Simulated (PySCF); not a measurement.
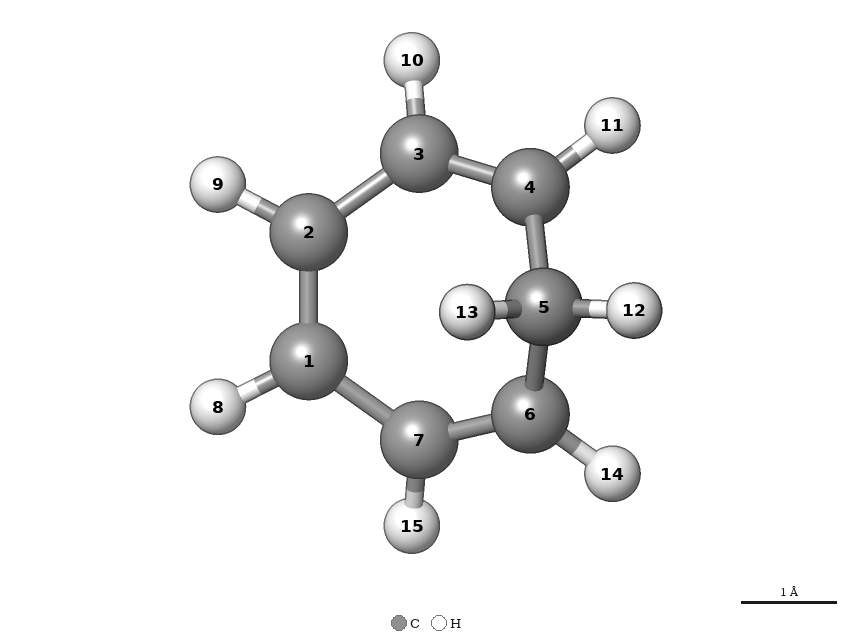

Computed geometry: PBE0-D3(BJ)/def2-SVP optimisation. No frequency run is at hand to confirm it as a minimum.

Give these bond angles: C2–C1–C7, C2–C1–H8, C7–C1–H8, C4–C5–C6, C4–C5–H12, C4–C5–H13, C3–C4–C5, C5–C4–H11, C3–C4–H11, C2–C3–C4, C2–C3–H10, C4–C3–H10.

```
    angle  degrees
 C2–C1–C7    125.6
 C2–C1–H8    117.1
 C7–C1–H8    116.7
 C4–C5–C6    107.2
C4–C5–H12    111.4
C4–C5–H13    109.4
 C3–C4–C5    121.4
C5–C4–H11    119.1
C3–C4–H11    119.5
 C2–C3–C4    125.0
C2–C3–H10    116.5
C4–C3–H10    118.4
```
